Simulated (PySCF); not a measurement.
**NOF (nitrosyl fluoride): levels of theory compared**

Aim: a comparison of 4 runs (BCCD(T)/STO-3G, CCSDT(Q)/STO-3G, CCSDTQ/STO-3G, QCISD(T)/STO-3G) of NOF (nitrosyl fluoride). 

The results are computed with PySCF 2.14.0.

23 further runs of the same task are left out: 8 that didn't finish, 15 set aside as unsound or not needed.

## (1) The system as given

NOF has 3 atoms, charge 0, and is taken as a singlet. As SMILES, `O=NF`. The shape is that of a GFN2-xTB optimisation.

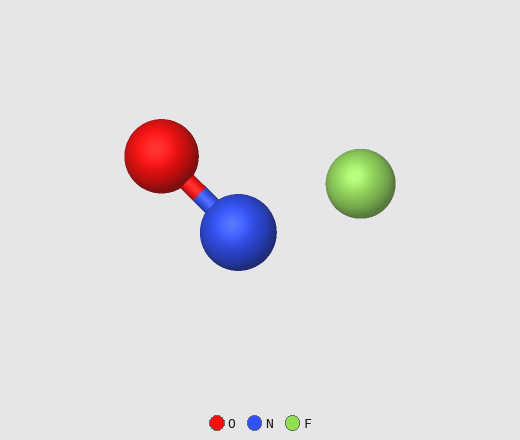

Viewed from a chosen angle; oxygen red, nitrogen blue, fluorine green.

## (2) The energy at BCCD(T)/STO-3G (run 1)

The input, start.xyz:

```xyz
3

O      0.881240     0.243070     0.511850
N      0.147270    -0.481640     0.029090
F     -1.028520     0.238580    -0.540950
```

The input, input.py:

```python
from pyscf import gto, cc
from pyscf.cc.bccd import bccd_kernel_

system = gto.M(
    atom='start.xyz',
    basis='sto-3g',
    max_memory=1860,
    verbose=3,
)

myscf = system.RHF()
myscf.conv_tol = 1e-10
myscf.kernel()
if not myscf.converged:
    myscf = myscf.newton().run(myscf.mo_coeff, myscf.mo_occ)

mycc = cc.CCSD(myscf, frozen=3).run()
mycc = bccd_kernel_(mycc, diis=True)
e_t = mycc.ccsd_t()
e_final = mycc.e_tot + e_t
print('Final energy', e_final)
```

Started as:

```console
$ OMP_NUM_THREADS=1 python input.py
```

The program printed:

```text
converged SCF energy = -225.502021992092
E(CCSD) = -225.6781057839501  E_corr = -0.1760837918583021
BCCD loop starts.

[... 25 lines left out ...]
CCSD converged
[... 25 lines left out ...]
CCSD converged
[... 24 lines left out ...]
CCSD converged
[... 21 lines left out ...]
CCSD converged
[... 3 lines left out ...]
******** <class 'pyscf.cc.ccsd.CCSD'> ********
CC2 = 0
CCSD nocc = 9, nmo = 12
frozen orbitals 3
max_cycle = 50
direct = 0
conv_tol = 1e-07
conv_tol_normt = 1e-05
diis_space = 6
diis_start_cycle = 0
diis_start_energy_diff = 1e+09
Init E_corr(CCSD) = -0.181543348832697
cycle = 1  E_corr(CCSD) = -0.181543039090815  dE = 3.09741881e-07  norm(t1,t2) = 1.53645e-05
cycle = 2  E_corr(CCSD) = -0.18154320904719  dE = -1.69956374e-07  norm(t1,t2) = 3.90999e-06
cycle = 3  E_corr(CCSD) = -0.181543179124945  dE = 2.99222449e-08  norm(t1,t2) = 2.89209e-06
CCSD converged
E(CCSD) = -225.6753907268404  E_corr = -0.1815431791249446
BCC iter:    4  E:    -225.675390726840  dE:    1.244e-08  |t1|:    1.144e-06
CCSD(T) correction = -0.0107058914490659
Final energy -225.68609661828935
```

It took 0.65 s on 1 thread of AMD EPYC 9R45 (Zen 5), shared host; peak memory 0.11 GiB.

## (3) A single-point energy at CCSDT(Q)/STO-3G (run 2)

The input, run.py:

```python
from pyscf import gto, scf, cc

mol = gto.M(
    atom=[
    ('O', (0.881240, 0.243070, 0.511850)),
    ('N', (0.147270, -0.481640, 0.029090)),
    ('F', (-1.028520, 0.238580, -0.540950)),
],
    verbose=3,
    basis='sto-3g',
    charge=0,
    max_memory=1860,
)

mf = scf.RHF(mol)
mf.conv_tol = 1e-10
mf.kernel()
if not mf.converged:
    mf = mf.newton().run(mf.mo_coeff, mf.mo_occ)

mycc = cc.CCSDT(mf, frozen=3)
mycc.kernel()
e_bracket, e_q = mycc.ccsdt_q()
e_tot = mycc.e_tot + e_q
print('E(%s) = %.9f' % ('CCSDT(Q)', e_tot))
```

Started as:

```console
$ OMP_NUM_THREADS=1 python run.py
```

The program printed:

```text
converged SCF energy = -225.502021992092
_make_eris_incore_RCCSDT

WARN: A large `blksize` is being used, which may cause large memory consumption
      for storing contraction intermediates. If memory is sufficient, consider using
      `pyscf.cc.rccsdt_highm.RCCSDT` instead.

RCCSDT converged
E(RCCSDT) = -225.68863048377   E_corr = -0.1866084916781677
E_corr(same-spin) = -0.0306634041941019
E_corr(oppo-spin) = -0.155945087484066
_make_eris_incore_RCCSDT
E(CCSDT(Q)) = -225.689649750
```

Wall time 1.3 s (1 thread of AMD EPYC 9R45 (Zen 5), shared host); peak memory 0.1 GiB.

Run 3 isn't shown in full; the table further down has it.

## (4) The energy at QCISD(T)/STO-3G (run 4)

The input, input.py:

```python
from pyscf import gto, cc

mol = gto.Mole()
mol.atom = '''
O      0.881240     0.243070     0.511850
N      0.147270    -0.481640     0.029090
F     -1.028520     0.238580    -0.540950
'''
mol.charge = 0
mol.max_memory = 1860
mol.verbose = 3
mol.basis = 'sto-3g'
mol.build()

hf = mol.RHF()
hf.conv_tol = 1e-10
hf.kernel()
if not hf.converged:
    hf = hf.newton().run(hf.mo_coeff, hf.mo_occ)

mycc = cc.QCISD(hf, frozen=3)
mycc.kernel()
e_t = mycc.qcisd_t()
etot = mycc.e_tot + e_t
print(f'total energy: {etot:.8f} hartree')
```

Started as:

```console
$ OMP_NUM_THREADS=1 python input.py
```

The program printed:

```text
converged SCF energy = -225.502021992092
E(QCISD) = -225.6810396257093  E_corr = -0.1790176336174674
QCISD(T) correction = -0.00708630459306474
total energy: -225.68812593 hartree
```

Wall time 0.47 s (1 thread of AMD EPYC 9R45 (Zen 5), shared host); peak memory 0.11 GiB.

## (5) The series

| run | level | energy (Eh) | correlation energy (mEh) | wall time |
| --- | --- | --- | --- | --- |
| 1 | BCCD(T)/STO-3G | -225.686097 | -184.1 | 0.65 s |
| 2 | CCSDT(Q)/STO-3G | -225.689650 | -187.6 | 1.3 s |
| 3 | CCSDTQ/STO-3G | -225.689525 | -187.5 | 5.4 s |
| 4 | QCISD(T)/STO-3G | -225.688126 | -186.1 | 0.47 s |

## (6) Outcome

| quantity | value |
| --- | --- |
| run 4: total energy | -225.68813 Eh |
| run 4: dipole moment (Hartree–Fock density) | 0.36 D |
| run 4: HOMO energy (Hartree–Fock orbitals) | -9.70 eV |
| run 4: LUMO energy (Hartree–Fock orbitals) | 5.61 eV |
| run 4: HOMO–LUMO gap (Hartree–Fock orbitals) | 15.30 eV |
| run 4: correlation energy (3 core orbitals frozen) | -186.1 mEh |
| run 4: (T) correction | -7.09 mEh |
| run 4: T1 diagnostic | 0.025 |

In runs 1, 2, 3, 4 the basis is minimal, so the values are rough. All runs together took 7.8 s, the longest 5.4 s.
